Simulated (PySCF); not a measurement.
Consider GaO (charge −1).

```csv
atom,x (Å),y (Å),z (Å)
Ga,0.0000,0.0000,-0.3260
O,0.0000,0.0000,1.4050
```

Level of theory: PBE0/aug-cc-pVDZ(-PP), non-relativistic Hamiltonian with scalar-relativistic core potentials where named, at a bond length of 1.731 Å in PySCF 2.14.0.

> What will maps of the electron density and electron localisation function show?

Ga–O (1.73 Å): the density is about 0.98 e/Å³ at the midpoint; the ELF peaks at about 0.85 in the valence shell of O, 0.6 Å from its nucleus, and is about 0.15 at the midpoint.

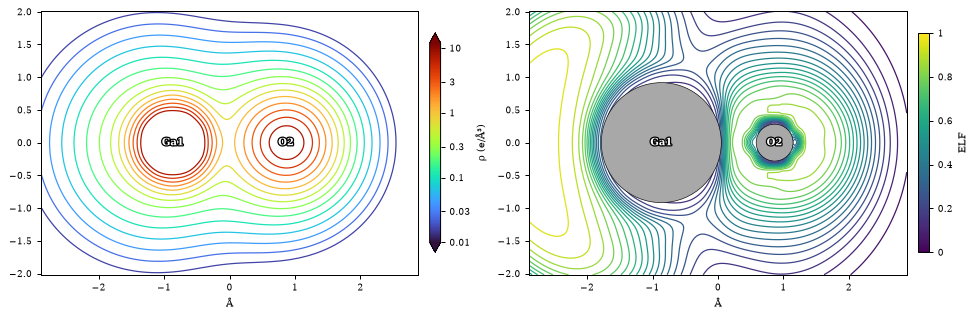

Computed electron density and electron localisation function on a plane that holds the molecular axis, in this order. Grey discs cover the atomic cores in the ELF map. 
